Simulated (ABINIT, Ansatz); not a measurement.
**Quasiparticle gap of PNO (P3_2) in ABINIT**

How does a plane-wave GW calculation on PNO (P3_2) run from the first input to the gap?

Program: ABINIT 10.8.3. Level of theory: LDA and many-body steps on it, plane waves. Results are calculated unless marked as measured.

**1. The structure**

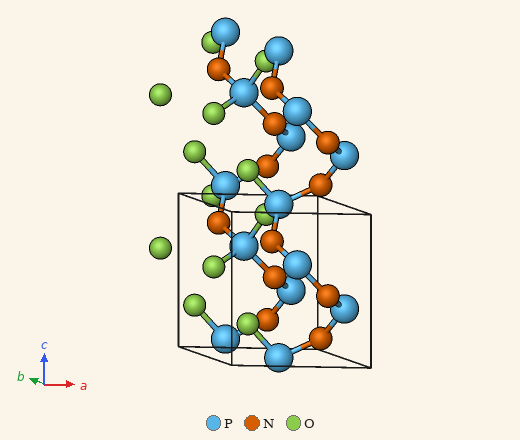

The starting structure, seen slightly off an axis (phosphorus blue, nitrogen orange, oxygen green). 1×2×2 cells are drawn. Bonds to atoms that aren't drawn are left out. Some periodic images of atoms are drawn too.

The cell and positions are those that the Materials Project relaxed with its own functionals (PBE, PBE+U or r2SCAN), kept fixed.

**2. Ground state**

This step: ABINIT 10.8.3; DFT, LDA, plane waves, norm-conserving pseudopotentials.

The ground-state density comes first.

Input file run.abi:

```
acell 3*1.0 Angstrom
rprim 
  4.783611555019 -0.000000000004 0.000000000000
  -2.391805777506 4.142729128486 0.000000000000
  0.000000000000 0.000000000000 5.281207000000
ntypat 3
znucl 15 7 8
natom 9
typat 1 1 1 2 2 2 3 3 3
xred 
  0.985906000000 0.461916000000 0.328176000000
  0.538084000000 0.523990000000 0.994842666667
  0.476010000000 0.014094000000 0.661509333333
  0.388331000000 0.260582000000 0.782152000000
  0.872251000000 0.611669000000 0.115485333333
  0.739418000000 0.127749000000 0.448818666667
  0.146478000000 0.720287000000 0.556338000000
  0.279713000000 0.426191000000 0.223004666667
  0.573809000000 0.853522000000 0.889671333333
pp_dirpath "pseudos"
pseudos "P.upf, N.upf, O.upf"
ecut 36
ngkpt 6 6 4
nshiftk 1
shiftk 0 0 0
kptopt 1
chksymbreak 0
nband 32
occopt 1
tolvrs 1e-10
nstep 60
prtwf 0
optforces 0
optstress 0
indata_prefix "in"
outdata_prefix "out"
tmpdata_prefix "tmp"
```

Run with:

```sh
OMP_NUM_THREADS=1 mpirun -n 4 abinit run.abi > log
```

Numbers of over 12 decimals in the logs are rounded to 6 here.

Log:

```text
.Version 10.8.3 of ABINIT. v10.8.2 released Aug 2026.

 Symmetries : space group P3_2 (#145); Bravais hP (primitive hexag.)
================================================================================
 Values of the parameters that define the memory need of the present run
     intxc =       0    ionmov =       0      iscf =       7    lmnmax =       6
     lnmax =       6     mgfft =      54  mpssoang =       3    mqgrid =    3001
     natom =       9  nloc_mem =       1    nspden =       1   nspinor =       1
    nsppol =       1      nsym =       3    n1xccc =    2501    ntypat =       3
    occopt =       1   xclevel =       1
-    mband =          32        mffmem =           1         mkmem =           8
       mpw =        7304          nfft =      135000          nkpt =          30
================================================================================
  Rough estimation (10% accuracy) of disk space for files :
================================================================================

--------------------------------------------------------------------------------
------------- Echo of variables that govern the present computation ------------
--------------------------------------------------------------------------------
 -outvars: echo values of preprocessed input variables --------
            acell      1.8897261259E+00  1.8897261259E+00  1.8897261259E+00 Bohr

      chksymbreak           0
             ecut      3.60000000E+01 Hartree
-          fftalg         312

              ixc       -1012
              kpt      0.00000000E+00  0.00000000E+00  0.00000000E+00
                       1.66666667E-01  0.00000000E+00  0.00000000E+00
                       3.33333333E-01  0.00000000E+00  0.00000000E+00
                       5.00000000E-01  0.00000000E+00  0.00000000E+00
                       1.66666667E-01  1.66666667E-01  0.00000000E+00
                       3.33333333E-01  1.66666667E-01  0.00000000E+00
                       5.00000000E-01  1.66666667E-01  0.00000000E+00
                       3.33333333E-01  3.33333333E-01  0.00000000E+00
                       0.00000000E+00  0.00000000E+00  2.50000000E-01
   [... 19 further rows ...]
                       5.00000000E-01  1.66666667E-01  5.00000000E-01
                       3.33333333E-01  3.33333333E-01  5.00000000E-01
         kptrlatt        6    0    0      0    6    0      0    0    4
          kptrlen      3.99201394E+01
P           mkmem           8
            natom           9
            nband          32
            ngfft          50      50      54
             nkpt          30
            nstep          60
             nsym           3
           ntypat           3
              occ      2.000000  2.000000  2.000000  2.000000  2.000000  2.000000
                       2.000000  2.000000  2.000000  2.000000  2.000000  2.000000
                       2.000000  2.000000  2.000000  2.000000  2.000000  2.000000
                       2.000000  2.000000  2.000000  2.000000  2.000000  2.000000
                       0.000000  0.000000  0.000000  0.000000  0.000000  0.000000
                       0.000000  0.000000
        optforces           0
        optstress           0
            prtwf           0
            rprim      4.7836115550E+00 -4.0000000000E-12  0.0000000000E+00
[...]
spgroup         145

           tolvrs      1.00000000E-10

             xred      9.8590600000E-01  4.6191600000E-01  3.2817600000E-01
[...]
znucl       15.00000    7.00000    8.00000

================================================================================

 chkinp: Checking input parameters for consistency.

================================================================================
== DATASET  1 ==================================================================
-   mpi_nproc: 4, omp_nthreads: 1 (-1 if OMP is not activated)

--- !DatasetInfo
iteration_state: {dtset: 1, }
dimensions: {natom: 9, nkpt: 30, mband: 32, nsppol: 1, nspinor: 1, nspden: 1, mpw: 7304, }
cutoff_energies: {ecut:  36.0, pawecutdg:  -1.0, }
electrons: {nelect:   4.80000000E+01, charge:   0.00000000E+00, occopt:   1.00000000E+00, tsmear:   1.00000000E-02, }

 Real(R)+Recip(G) space primitive vectors, cartesian coordinates (Bohr,Bohr^-1):
 R(1)=  9.0397157  0.0000000  0.0000000  G(1)=  0.1106229  0.0638682  0.0000000
 R(2)= -4.5198579  7.8286235  0.0000000  G(2)=  0.0000000  0.1277364  0.0000000
 R(3)=  0.0000000  0.0000000  9.9800348  G(3)=  0.0000000  0.0000000  0.1002001
 Unit cell volume ucvol=  7.0627240E+02 bohr^3
 Angles (23,13,12)=  9.00000000E+01  9.00000000E+01  1.20000000E+02 degrees

 getcut: wavevector=  0.0000  0.0000  0.0000  ngfft=  50  50  54
         ecut(hartree)=     36.000   => boxcut(ratio)=   2.00330

--- Pseudopotential description ------------------------------------------------
- P Generated using ONCVPSP code by D. R. Hamann
- 15.00000   5.00000  180309                  znucl, zion, pspdat
12 -1012 2 -1 1298                            pspcod,pspxc,lmax,lloc,mmax
     nproj     2     2     2
  pspatm : epsatm=    7.03163270
         --- l  ekb(1:nproj) -->
[...]
pspatm: atomic psp has been read  and splines computed

- N Generated using ONCVPSP code by D. R. Hamann
[...]
pspatm: atomic psp has been read  and splines computed

- O Generated using ONCVPSP code by D. R. Hamann
-  8.00000   6.00000  201201                  znucl, zion, pspdat
12 -1012 2 -1 926                             pspcod,pspxc,lmax,lloc,mmax
     nproj     2     2     1
  pspatm : epsatm=    6.27558587
         --- l  ekb(1:nproj) -->
[...]
2   -1.033686
 pspatm: atomic psp has been read  and splines computed

   2.68055881E+03                                ecore*ucvol(ha*bohr**3)
--------------------------------------------------------------------------------

_setup2: Arith. and geom. avg. npw (full set) are    7285.701    7285.694

================================================================================

--- !BeginCycle
iteration_state: {dtset: 1, }
solver: {iscf: 7, nstep: 60, nline: 4, wfoptalg: 0, }
tolerances: {tolvrs: 1.00E-10, }

     iter   Etot(hartree)      deltaE(h)  residm     vres2
 ETOT  1  -100.98807641509    -1.010E+02 7.711E-02 1.593E+03
 ETOT  2  -101.17279936979    -1.847E-01 2.127E-02 1.204E+03
 ETOT  3  -101.64010748412    -4.673E-01 8.361E-03 6.949E+00
 ETOT  4  -101.64241355350    -2.306E-03 5.561E-03 1.483E-01
 ETOT  5  -101.64242956472    -1.601E-05 2.290E-03 2.039E-02
 ETOT  6  -101.64243070859    -1.144E-06 2.066E-03 7.647E-03
 ETOT  7  -101.64243251937    -1.811E-06 1.038E-03 4.757E-04
 ETOT  8  -101.64243260098    -8.162E-08 8.229E-04 2.203E-05
 ETOT  9  -101.64243260369    -2.711E-09 8.173E-04 4.994E-07
 ETOT 10  -101.64243260377    -7.978E-11 6.287E-04 7.890E-09
 ETOT 11  -101.64243260377     1.705E-13 5.730E-04 9.238E-10
 ETOT 12  -101.64243260377    -8.527E-14 3.976E-04 1.075E-10
 ETOT 13  -101.64243260377    -1.819E-12 3.418E-04 1.105E-12

 At SCF step   13       vres2   =  1.10E-12 < tolvrs=  1.00E-10 =>converged.

--- !ResultsGS
iteration_state: {dtset: 1, }
comment   : Summary of ground state results
lattice_vectors:
- [  9.0397157,  -0.0000000,   0.0000000, ]
- [ -4.5198579,   7.8286235,   0.0000000, ]
- [  0.0000000,   0.0000000,   9.9800348, ]
lattice_lengths: [   9.03972,    9.03972,    9.98003, ]
lattice_angles: [ 90.000,  90.000, 120.000, ] # degrees, (23, 13, 12)
lattice_volume:   7.0627240E+02
convergence: {deltae: -1.819E-12, res2:  1.105E-12, residm:  3.418E-04, diffor:  0.000E+00, }
etotal    :  -1.01642433E+02
entropy   :   0.00000000E+00
fermie    :   1.02975172E-01
cartesian_stress_tensor: null
pressure_GPa: null
xred      :
- [  9.8591E-01,   4.6192E-01,   3.2818E-01,  P]
- [  5.3808E-01,   5.2399E-01,   9.9484E-01,  P]
- [  4.7601E-01,   1.4094E-02,   6.6151E-01,  P]
- [  3.8833E-01,   2.6058E-01,   7.8215E-01,  N]
- [  8.7225E-01,   6.1167E-01,   1.1549E-01,  N]
- [  7.3942E-01,   1.2775E-01,   4.4882E-01,  N]
- [  1.4648E-01,   7.2029E-01,   5.5634E-01,  O]
- [  2.7971E-01,   4.2619E-01,   2.2300E-01,  O]
- [  5.7381E-01,   8.5352E-01,   8.8967E-01,  O]
cartesian_forces: null
force_length_stats: {min: null, max: null, mean: null, }

 Integrated electronic density in atomic spheres:
 ------------------------------------------------
 Atom  Sphere_radius  Integrated_density
[...]
================================================================================

 ----iterations are completed or convergence reached----

 Mean square residual over all n,k,spin=   13.849E-07; max=  34.175E-05
 reduced coordinates (array xred) for    9 atoms
[...]
0.872251000000      0.611669000000      0.115485333333
       0.739418000000      0.127749000000      0.448818666667
       0.146478000000      0.720287000000      0.556338000000
       0.279713000000      0.426191000000      0.223004666667
       0.573809000000      0.853522000000      0.889671333333
 rms dE/dt=  0.0000E+00; max dE/dt=  0.0000E+00; dE/dt below (all hartree)
    1       0.000000000000      0.000000000000      0.000000000000
    2       0.000000000000      0.000000000000      0.000000000000
    3       0.000000000000      0.000000000000      0.000000000000
    4       0.000000000000      0.000000000000      0.000000000000
    5       0.000000000000      0.000000000000      0.000000000000
    6       0.000000000000      0.000000000000      0.000000000000
    7       0.000000000000      0.000000000000      0.000000000000
    8       0.000000000000      0.000000000000      0.000000000000
    9       0.000000000000      0.000000000000      0.000000000000

 cartesian coordinates (angstrom) at end:
    1      3.611378     1.913593     1.733165
[...]
5      2.709517     2.533979     0.609902
    6      3.231538     0.529230     2.370304
    7     -1.022093     2.983954     2.938136
    8      0.318672     1.765594     1.177734
    9      0.703421     3.535910     4.698538
 length scales=  1.889726125908  1.889726125908  1.889726125908 bohr
              =  1.000000000000  1.000000000000  1.000000000000 angstroms
 prteigrs : about to open file out_EIG
 Fermi (or HOMO) energy (hartree) =   0.10298   Average Vxc (hartree)=  -0.38258
 Eigenvalues (hartree) for nkpt=  30  k points:
 kpt#   1, nband= 32, wtk=  0.00694, kpt=  0.0000  0.0000  0.0000 (reduced coord)
  -0.70329   -0.64115   -0.64115   -0.49037   -0.46801   -0.46801   -0.33537   -0.33537
  -0.22752   -0.18611   -0.18611   -0.17674   -0.07575   -0.07287   -0.07287   -0.01159
  -0.01159   -0.01143   -0.00990    0.04812    0.04812    0.06175    0.08169    0.08169
   0.29173    0.30710    0.30710    0.35054    0.38086    0.38086    0.44535    0.48539
 prteigrs : prtvol=0 or 1, do not print more k-points.

--- !EnergyTerms
iteration_state     : {dtset: 1, }
comment             : Components of total free energy in Hartree
kinetic             :  6.44985388950808E+01
hartree             :  3.02286125033856E+01
xc                  : -2.81237428435659E+01
Ewald energy        : -6.89709223741717E+01
psp_core            :  3.79536111847741E+00
local_psp           : -9.37080819236755E+01
non_local_psp       : -9.36219797930520E+00
total_energy        : -1.01642432603774E+02
total_energy_eV     : -2.76583149256240E+03
band_energy         : -9.61608477241744E+00

== END DATASET(S) ==============================================================
================================================================================

 -outvars: echo values of variables after computation  --------
           etotal     -1.0164243260E+02
            nband          32
             nkpt          30
          spgroup         145
 [... the other variables as echoed above ...]

 Calculation completed.
```

Wall time 1.8 min (4 MPI ranks of Arm Neoverse V1, shared host); peak memory 0.46 GiB; 7.1 min of CPU time.

This step gave:

```
total energy               : -2765.8315 eV
gap                        : 5.136 eV
k of the valence top       : 0.5, 0, 0
k of the conduction bottom : 0, 0, 0
least direct gap           : 5.407 eV
```

The gap is indirect, with the least direct gap 0.27 eV higher.

(Part 1 of 3 ends here.)

[Paths, hosts, dates, memory and timing lines, banners, echoed tables and standing remarks are left out of the program output.]

[Logs are printed without paths, hosts, clocks, repeated set-up lines and the standing remarks that a program may print on its own settings, such as how far it seeks lower states.]

[Runs of the session that timed out or met a known fault of the program may be left out.]

[Hosts, paths, dates, database ids (printed as entryN), source tags and the programs' standing remarks are cut or masked in the printed files.]

[G0W0 gaps are taken among the corrected bands and points alone; a level outside them can change the order at an edge.]

[Where Ansatz stands beside ABINIT at settings called matched, ABINIT's density can come from a denser mesh and the files from another edition; pairs whose starting gaps differed by over 0.03 eV were left out, so agreement reads better than it is.]
